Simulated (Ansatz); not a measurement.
# A thicker film of HfO2 (111) from two thinner ones

In a field along its normal an insulating film takes a dipole p. Written as a length, p/(ε₀AE), it should grow by 1 − 1/ε for each ångström added.

Set-up. Ansatz 0.2.0, plane waves with PAW datasets (its set soft_1), PBE; fluorite films relaxed at a bulk in-plane lattice constant near the measured one, then held in weak fields of both signs with a dipole correction (A is the cell's area, E the outer field).

```
    run  distance between the outer atoms (Å)  p/(ε₀AE) (Å)
2 units                                 4.442         5.197
3 units                                 7.421         7.603
5 units                                13.332             ?
```

**Question.** What value belongs in the row marked “?”, and how far can the other rows tell?

Two rows fix a line: slope = (7.603 − 5.197) / (7.421 − 4.442) = 0.8077, intercept 1.6091. That slope means ε = 1/(1 − 0.8077) = 5.20. At 13.332 it gives 0.8077 × 13.332 + 1.6091 = 12.377 Å, beyond the rows fitted. Rounding of the rows alone allows about ±0.004 Å there; two rows can't show whether the line holds.

The run itself gives 12.398 Å: a miss of +0.021 Å, or 0.2 % of the value. The length is met to within 1 %, though ε is more sensitive than the length: the two thickest films give ε = 5.30.

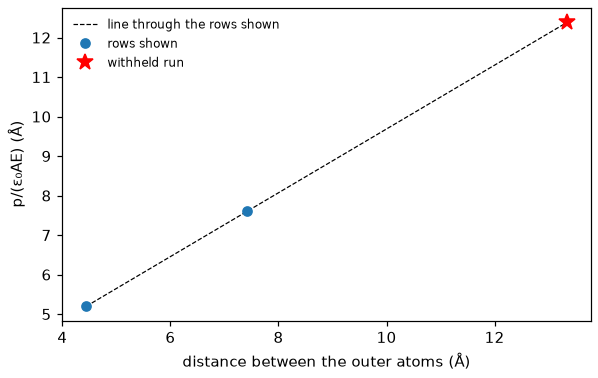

The fit and the withheld run.

Caveats: This is the electronic response alone. A unit is one step of the cut along the normal (a plane, a pair of planes or a cell), and the layers relax along it, away from their bulk spacing where the functional's lattice constant differs from the one held.

[Logs are printed without paths, hosts, clocks, repeated set-up lines and the standing remarks that a program may print on its own settings, such as how far it seeks lower states.]
